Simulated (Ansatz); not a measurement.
Consider CoP3Os.

Input file:

```
crystal:
  lattice:
    - [2.1905163138, -4.8214352873, 0.0]
    - [2.1905163138, 4.8214352873, 0.0]
    - [0.0, 0.0, 4.538548464]
  atoms:
    - { symbol: Co, position: [0.5, 0.5, 0.5], spin: 0.73 }
    - { symbol: P, position: [0.0, 0.0, 0.5] }
    - { symbol: P, position: [0.0, 0.5, 0.5] }
    - { symbol: P, position: [0.5, 0.0, 0.5] }
    - { symbol: Os, position: [0.5, 0.5, 0.0], spin: 1.3 }
basis:
  ecutwfc: 420
kpoints:
  mp_grid: { grid: [10, 10, 8] }
hamiltonian:
  xc: pbe
scf:
  occupations: { method: gaussian, width: 0.1 }
output:
  forces: true
  stress: true
  eigenvalues: true
  populations: true
  write_density: true
  write_potential: true
  elf: true
  volumetric_format: npy
magnetization:
  spin_polarized: true
relax:
  adjacent_minimum: "off"
  f_tol: 0.01
  max_steps: 80
  cell: { stress_tol: 0.05 }
```

Command:

```sh
ansatz run input.yaml --threads 4 --pin off --max-ram 8192MiB --backend cpu --events-out ev --progress --plain --runs-dir out
```

Below, planes, directions and counts refer to the conventional cell (a = 4.85 Å, b = 4.85 Å, c = 4.45 Å, α = 90.00°, β = 90.00°, γ = 120.02°).

The fields are those of the run's last geometry, not of the input's.

Space group P6/mmm; a structure generated by program, which may or may not match a known phase; the SCF solution may not be the lowest one; the program warned that a starting moment wasn't kept; spin-polarised, but the moments vanished.

Computed with DFT PBE, scalar-relativistic, plane waves, PAW in Ansatz 0.2.0.

### Predict the valence pseudo-density and electron localisation function between the atoms.

Co–Os (2.23 Å): ρ at the midpoint is about 0.79 e/Å³; the ELF is about 0.30 at the midpoint.
Co–P (2.42 Å): ρ is about 0.42 e/Å³ halfway; the ELF peaks at about 0.80 in the valence shell of P, 0.8 Å from its nucleus, and is about 0.40 at the midpoint.

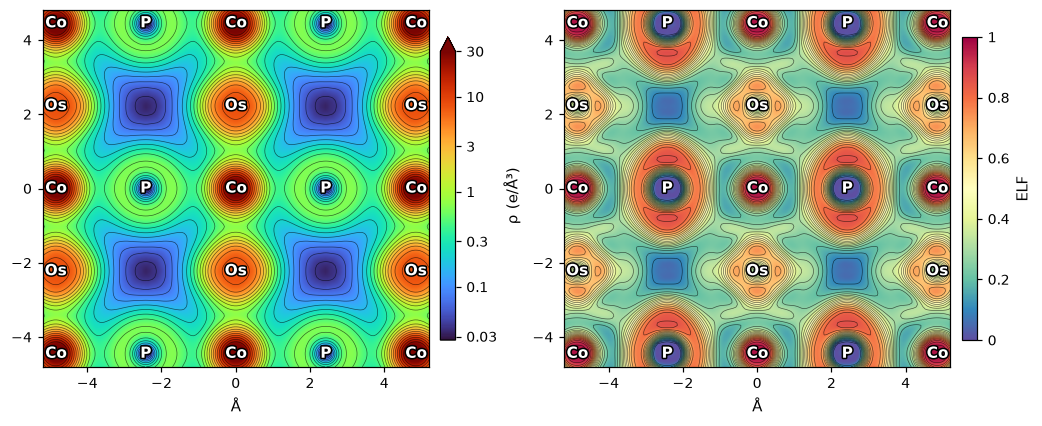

Computed valence pseudo-density and electron localisation function on the (010) plane of the conventional cell, in this order. 

The density is the valence pseudo-density of a PAW calculation; it isn't the true density close to the nuclei.
